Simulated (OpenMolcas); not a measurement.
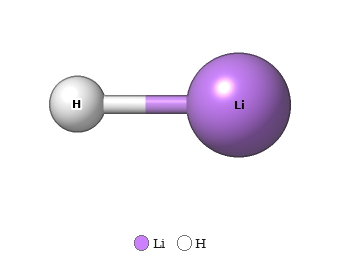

*The molecule at the reference distance of 1.701 Å.*

## Run report: LiH⁻, relativistic diatomic calculation (part 1 of 2)

LiH⁻. Computed at this level: SA-CASSCF(3,5)/XMS-CASPT2 + RASSI spin-orbit (X2C scalar, AMFI), ANO-RCC-VTZP (OpenMolcas).

## The program's output (extracts)
```
++    Wave function specifications:
      Number of closed shell electrons           2
      Number of electrons in active shells       3
      Number of inactive orbitals                1
      Number of active orbitals                  5
      Number of secondary orbitals              38
      Spin quantum number                      0.5
      State symmetry                             1
++    Orbital specifications:
      Symmetry species                           1   2
                                                 a   b
      Frozen orbitals                            0   0
      Inactive orbitals                          1   0
      Active orbitals                            3   2
      RAS2 orbitals                              3   2
      Secondary orbitals                        20  18
      Number of basis functions                 24  20
      printout of CI-coefficients larger than  0.15 for root  1
      energy=      -7.988460
      conf/sym  111 22     Coeff  Weight
             1  2u0 00   0.93647 0.87698
             2  u20 00  -0.16534 0.02734
             6  uud 00  -0.23505 0.05525
      printout of CI-coefficients larger than  0.15 for root  2
      energy=      -7.896717
      conf/sym  111 22     Coeff  Weight
             2  u20 00   0.56937 0.32419
             3  20u 00  -0.38002 0.14442
             4  udu 00   0.50999 0.26009
             6  uud 00   0.23272 0.05416
             9  u00 20  -0.29782 0.08870
            12  u00 02  -0.29782 0.08870
      printout of CI-coefficients larger than  0.15 for root  3
      energy=      -7.845480
      conf/sym  111 22     Coeff  Weight
             1  2u0 00   0.16188 0.02621
             2  u20 00   0.60865 0.37045
             3  20u 00   0.68495 0.46916
             4  udu 00  -0.19021 0.03618
             7  u02 00  -0.26446 0.06994
      printout of CI-coefficients larger than  0.15 for root  4
      energy=      -7.828084
      conf/sym  111 22     Coeff  Weight
            10  u00 du   0.85322 0.72799
            11  u00 ud  -0.49261 0.24266
      printout of CI-coefficients larger than  0.15 for root  5
      energy=      -7.818329
      conf/sym  111 22     Coeff  Weight
            10  u00 du  -0.49476 0.24478
            11  u00 ud  -0.85694 0.73435
      printout of CI-coefficients larger than  0.15 for root  6
      energy=      -7.818329
      conf/sym  111 22     Coeff  Weight
             9  u00 20  -0.69969 0.48957
            12  u00 02   0.69969 0.48957
      printout of CI-coefficients larger than  0.15 for root  7
      energy=      -7.802703
      conf/sym  111 22     Coeff  Weight
             2  u20 00  -0.17027 0.02899
             3  20u 00   0.36338 0.13204
             4  udu 00   0.73614 0.54190
             6  uud 00   0.27215 0.07406
             7  u02 00  -0.27219 0.07409
             9  u00 20   0.26308 0.06921
            12  u00 02   0.26308 0.06921
      Natural orbitals and occupation numbers for root  1
      sym 1:   1.944973   0.990224   0.042941
      sym 2:   0.010931   0.010931
      Natural orbitals and occupation numbers for root  2
      sym 1:   1.398888   0.981417   0.252463
      sym 2:   0.183616   0.183616
      Natural orbitals and occupation numbers for root  3
      sym 1:   1.508139   0.828430   0.647132
      sym 2:   0.008149   0.008149
      Natural orbitals and occupation numbers for root  4
      sym 1:   1.000000   0.000000   0.000000
      sym 2:   1.000000   1.000000
      Natural orbitals and occupation numbers for root  5
      sym 1:   1.000000  -0.000000   0.000000
      sym 2:   1.000000   1.000000
      Natural orbitals and occupation numbers for root  6
      sym 1:   1.000000  -0.000000   0.000000
      sym 2:   1.000000   1.000000
      Natural orbitals and occupation numbers for root  7
      sym 1:   1.520314   0.252099   0.945829
      sym 2:   0.140879   0.140879
      RASSCF energy for state  7                     -7.80270335
::    RASSCF root number  1 Total energy:     -7.98846041
::    RASSCF root number  2 Total energy:     -7.89671701
::    RASSCF root number  3 Total energy:     -7.84548044
::    RASSCF root number  4 Total energy:     -7.82808410
::    RASSCF root number  5 Total energy:     -7.81832873
::    RASSCF root number  6 Total energy:     -7.81832873
::    RASSCF root number  7 Total energy:     -7.80270335
      Von Neumann Entropy (Root   1) =  0.74240
++    Wave function specifications:
      Number of closed shell electrons           0
      Number of electrons in active shells       3
      Number of inactive orbitals                0
      Number of active orbitals                  5
      Number of secondary orbitals              38
      Spin quantum number                      0.5
      State symmetry                             1
      Number of CSFs                            20
      Number of CASSCF root(s) available         7
      CASPT2 state passed to geometry opt.       7
      A file JOBMIX will be created
      This is a MULTI-STATE CASSCF reference
      Number of CI roots used                    7
      These are:                                 1   2   3   4   5   6   7
      Off-diagonal elements of Heff are computed
  FINAL CASPT2 RESULT:
      Reference energy:          -7.9884604089
      E2 (Non-variational):      -0.0336375887
      Shift correction:          -0.0014930849
      E2 (Variational):          -0.0351306736
      Total energy:              -8.0235910825
      Reference weight:           0.97465
  FINAL CASPT2 RESULT:
      Reference energy:          -7.8967170095
      E2 (Non-variational):      -0.0120269611
      Shift correction:          -0.0024170855
      E2 (Variational):          -0.0144440466
      Total energy:              -7.9111610560
      Reference weight:           0.98061
  FINAL CASPT2 RESULT:
      Reference energy:          -7.8454804364
      E2 (Non-variational):      -0.0451324951
      Shift correction:          -0.0042934318
      E2 (Variational):          -0.0494259269
      Total energy:              -7.8949063634
      Reference weight:           0.95222
  FINAL CASPT2 RESULT:
      Reference energy:          -7.8280840972
      E2 (Non-variational):      -0.0098242361
      Shift correction:          -0.0007947726
      E2 (Variational):          -0.0106190087
      Total energy:              -7.8387031060
      Reference weight:           0.98805
  FINAL CASPT2 RESULT:
      Reference energy:          -7.8183287331
      E2 (Non-variational):      -0.0194019141
      Shift correction:          -0.0049913748
      E2 (Variational):          -0.0243932888
      Total energy:              -7.8427220220
      Reference weight:           0.96508
  FINAL CASPT2 RESULT:
      Reference energy:          -7.8183287331
      E2 (Non-variational):      -0.0194001056
      Shift correction:          -0.0049910150
      E2 (Variational):          -0.0243911206
      Total energy:              -7.8427198538
      Reference weight:           0.96509
  FINAL CASPT2 RESULT:
      Reference energy:          -7.8027033529
      E2 (Non-variational):      -0.0137765127
      Shift correction:          -0.0034608209
      E2 (Variational):          -0.0172373336
      Total energy:              -7.8199406865
      Reference weight:           0.97799
       Total XMS-CASPT2 energies:
::    XMS-CASPT2 Root  1     Total energy:     -8.02137644
::    XMS-CASPT2 Root  2     Total energy:     -7.91524612
::    XMS-CASPT2 Root  3     Total energy:     -7.88738931
::    XMS-CASPT2 Root  4     Total energy:     -7.84272202
::    XMS-CASPT2 Root  5     Total energy:     -7.84271985
::    XMS-CASPT2 Root  6     Total energy:     -7.83870311
::    XMS-CASPT2 Root  7     Total energy:     -7.82558732
++    Wave function specifications:
      Number of closed shell electrons           2
      Number of electrons in active shells       3
      Number of inactive orbitals                1
      Number of active orbitals                  5
      Number of secondary orbitals              38
      Spin quantum number                      0.5
      State symmetry                             2
      printout of CI-coefficients larger than  0.15 for root  1
      energy=      -7.948130
      conf/sym  111 22     Coeff  Weight
             7  u0d u0  -0.19200 0.03686
             8  u0d 0u   0.21373 0.04568
             9  0ud u0  -0.21850 0.04774
            10  0ud 0u   0.24323 0.05916
            11  002 u0  -0.58437 0.34149
            12  002 0u   0.65051 0.42317
      printout of CI-coefficients larger than  0.15 for root  2
      energy=      -7.948130
      conf/sym  111 22     Coeff  Weight
             7  u0d u0   0.21373 0.04568
             8  u0d 0u   0.19200 0.03686
             9  0ud u0   0.24323 0.05916
            10  0ud 0u   0.21850 0.04774
            11  002 u0   0.65051 0.42317
            12  002 0u   0.58437 0.34149
      printout of CI-coefficients larger than  0.15 for root  3
      energy=      -7.861407
      conf/sym  111 22     Coeff  Weight
             9  0ud u0  -0.72275 0.52236
            10  0ud 0u   0.29039 0.08433
            11  002 u0   0.33049 0.10923
            17  0uu d0  -0.43619 0.19026
            18  0uu 0d   0.17526 0.03072
      printout of CI-coefficients larger than  0.15 for root  4
      energy=      -7.861407
      conf/sym  111 22     Coeff  Weight
             9  0ud u0  -0.29039 0.08433
            10  0ud 0u  -0.72275 0.52236
            12  002 0u   0.33049 0.10923
            17  0uu d0  -0.17526 0.03072
            18  0uu 0d  -0.43619 0.19026
      printout of CI-coefficients larger than  0.15 for root  5
      energy=      -7.829934
      conf/sym  111 22     Coeff  Weight
             9  0ud u0   0.40780 0.16630
            10  0ud 0u   0.29259 0.08561
            17  0uu d0  -0.68615 0.47080
            18  0uu 0d  -0.49230 0.24236
      printout of CI-coefficients larger than  0.15 for root  6
      energy=      -7.829934
      conf/sym  111 22     Coeff  Weight
             9  0ud u0   0.29259 0.08561
            10  0ud 0u  -0.40780 0.16630
            17  0uu d0  -0.49230 0.24236
            18  0uu 0d   0.68615 0.47080
      printout of CI-coefficients larger than  0.15 for root  7
      energy=      -7.775572
      conf/sym  111 22     Coeff  Weight
            15  u0u d0   0.54453 0.29652
            16  u0u 0d  -0.81996 0.67234
      printout of CI-coefficients larger than  0.15 for root  8
      energy=      -7.775572
      conf/sym  111 22     Coeff  Weight
            15  u0u d0  -0.81996 0.67234
            16  u0u 0d  -0.54453 0.29652
      Natural orbitals and occupation numbers for root  1
      sym 1:   0.003518   0.107745   1.888411
      sym 2:   0.000326   1.000000
      Natural orbitals and occupation numbers for root  2
      sym 1:   0.003518   0.107745   1.888411
      sym 2:   1.000000   0.000326
      Natural orbitals and occupation numbers for root  3
      sym 1:   0.029006   0.596611   1.374361
      sym 2:   1.000000   0.000022
      Natural orbitals and occupation numbers for root  4
      sym 1:   0.029006   0.596611   1.374361
      sym 2:   0.000022   1.000000
      Natural orbitals and occupation numbers for root  5
      sym 1:   0.006735   0.988334   1.004875
      sym 2:   1.000000   0.000056
      Natural orbitals and occupation numbers for root  6
      sym 1:   0.006735   0.988334   1.004875
      sym 2:   0.000056   1.000000
      Natural orbitals and occupation numbers for root  7
      sym 1:   0.984773   0.005631   1.009590
      sym 2:   0.000006   1.000000
      Natural orbitals and occupation numbers for root  8
      sym 1:   0.984773   0.005631   1.009590
      sym 2:   1.000000   0.000006
      RASSCF energy for state  8                     -7.77557243
::    RASSCF root number  1 Total energy:     -7.94813044
::    RASSCF root number  2 Total energy:     -7.94813044
::    RASSCF root number  3 Total energy:     -7.86140722
::    RASSCF root number  4 Total energy:     -7.86140722
::    RASSCF root number  5 Total energy:     -7.82993378
::    RASSCF root number  6 Total energy:     -7.82993377
::    RASSCF root number  7 Total energy:     -7.77557244
::    RASSCF root number  8 Total energy:     -7.77557243
      Von Neumann Entropy (Root   1) =  0.82339
++    Wave function specifications:
      Number of closed shell electrons           0
      Number of electrons in active shells       3
      Number of inactive orbitals                0
      Number of active orbitals                  5
      Number of secondary orbitals              38
      Spin quantum number                      0.5
      State symmetry                             2
      Number of CSFs                            20
      Number of CASSCF root(s) available         8
      CASPT2 state passed to geometry opt.       8
      A file JOBMIX will be created
      This is a MULTI-STATE CASSCF reference
      Number of CI roots used                    8
      These are:                                 1   2   3   4   5   6   7   8
      Off-diagonal elements of Heff are computed
  FINAL CASPT2 RESULT:
      Reference energy:          -7.9481304359
      E2 (Non-variational):      -0.0318917560
      Shift correction:          -0.0022013363
      E2 (Variational):          -0.0340930923
      Total energy:              -7.9822235282
      Reference weight:           0.97232
  FINAL CASPT2 RESULT:
      Reference energy:          -7.9481304357
      E2 (Non-variational):      -0.0318917535
      Shift correction:          -0.0022013347
      E2 (Variational):          -0.0340930882
      Total energy:              -7.9822235240
      Reference weight:           0.97232
  FINAL CASPT2 RESULT:
      Reference energy:          -7.8614072203
      E2 (Non-variational):      -0.0094113210
      Shift correction:          -0.0015162861
      E2 (Variational):          -0.0109276071
      Total energy:              -7.8723348274
      Reference weight:           0.98552
  FINAL CASPT2 RESULT:
      Reference energy:          -7.8614072203
      E2 (Non-variational):      -0.0094113158
      Shift correction:          -0.0015162810
      E2 (Variational):          -0.0109275968
      Total energy:              -7.8723348171
      Reference weight:           0.98552
  FINAL CASPT2 RESULT:
      Reference energy:          -7.8299337755
      E2 (Non-variational):      -0.0197385879
      Shift correction:          -0.0053014668
      E2 (Variational):          -0.0250400548
      Total energy:              -7.8549738303
      Reference weight:           0.96496
  FINAL CASPT2 RESULT:
      Reference energy:          -7.8299337748
      E2 (Non-variational):      -0.0197385928
      Shift correction:          -0.0053014714
      E2 (Variational):          -0.0250400642
      Total energy:              -7.8549738389
      Reference weight:           0.96496
  FINAL CASPT2 RESULT:
      Reference energy:          -7.7755724354
      E2 (Non-variational):      -0.0167179989
      Shift correction:          -0.0042031252
      E2 (Variational):          -0.0209211241
      Total energy:              -7.7964935595
      Reference weight:           0.97140
  FINAL CASPT2 RESULT:
      Reference energy:          -7.7755724348
      E2 (Non-variational):      -0.0167176792
      Shift correction:          -0.0042029400
      E2 (Variational):          -0.0209206192
      Total energy:              -7.7964930540
      Reference weight:           0.97140
       Total XMS-CASPT2 energies:
::    XMS-CASPT2 Root  1     Total energy:     -7.97746788
::    XMS-CASPT2 Root  2     Total energy:     -7.97746785
::    XMS-CASPT2 Root  3     Total energy:     -7.87557365
::    XMS-CASPT2 Root  4     Total energy:     -7.87557362
::    XMS-CASPT2 Root  5     Total energy:     -7.85559302
::    XMS-CASPT2 Root  6     Total energy:     -7.85559300
::    XMS-CASPT2 Root  7     Total energy:     -7.79739124
::    XMS-CASPT2 Root  8     Total energy:     -7.SPIN-FREE ENERGIES:
  (Shifted by EMIN (a.u.) =         -8.0213764432)
 SF State       Relative EMIN(au)   Rel lowest level(eV)    D:o, cm**(-1)      Abs_M
     1             0.0000000000        0.0000000000              0.0000         0.0
     8             0.0439085601        1.1948127893           9636.8150         1.0
     9             0.0439085966        1.1948137828           9636.8231         1.0
     2             0.1061303246        2.8879532562          23292.9139         0.0
    16             0.1228558103        3.3430769065          26963.7337         1.0
    17             0.1228558136        3.3430769951          26963.7344         1.0
     3             0.1339871324        3.6459756110          29406.7765         0.0
    10             0.1458027956        3.9674961861          32000.0148         1.0
    11             0.1458028191        3.9674968276          32000.0200         1.0
    20             0.1583760553        4.3096320135          34759.5264         0.0
    12             0.1657834253        4.5111968194          36385.2562         1.0
    13             0.1657834409        4.5111972435          36385.2596         1.0
    21             0.1699896954        4.6256552586          37308.4257         0.0
     4             0.1786544212        4.8614344592          39210.1132         2.0
     5             0.1786565894        4.8614934595          39210.5891         2.0
     6             0.1826733372        4.9707947353          40092.1633         0.0
     7             0.1957891272        5.3276935641          42970.7465         0.0
    18             0.2049577729        5.5771851230          44983.0317         1.0
    19             0.2049577788        5.5771852843          44983.0330         1.0
    14             0.2239852011        6.0949478218          49159.0695         1.0
    15             0.2239857271        6.0949621341          49159.1849         1.0
```

(Continued in part 2.) Outcome of the run: converged; whether the anion is bound against detachment isn't tested.
